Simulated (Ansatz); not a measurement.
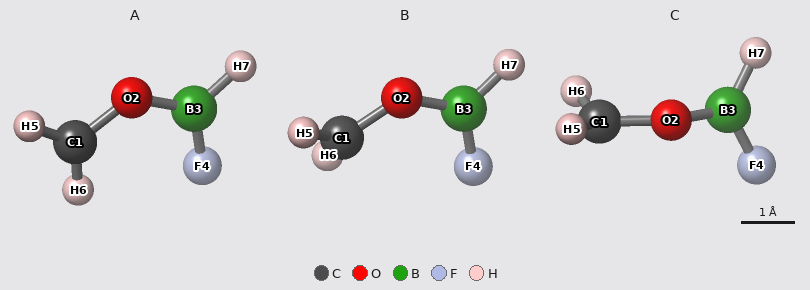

3 geometries from a converged minimum-energy path of CH3BFO (multiplicity 2), shuffled. A ball-and-stick model, seen at a tilt.

Computed with UKS PBE-D4/6-31G* (Ansatz 0.2.0). Run with 5 movable images; climbing image; force threshold 0.05 eV/Å; iteration limit 60; starting path through a guess of the saddle point.

One of them is the converged climbing image. Which?

Answer. C. In order along the path, whose images run from 0 to 6: C (image 3, +40.2 kJ/mol), B (image 5, +3.2 kJ/mol), A (image 6, −2.2 kJ/mol). The motion is a rotation about the O2–B3 bond by about 180°. No bond forms or breaks between the ends. Among the angles between lasting bonds that change up to the highest image: C1–O2–B3 122.9° → 137.1°, H5–C1–H6 124.1° → 121.2°.

The run took 3.4 min on 1 thread of Arm Neoverse V1, on a shared host, peak memory 0.13 GiB.
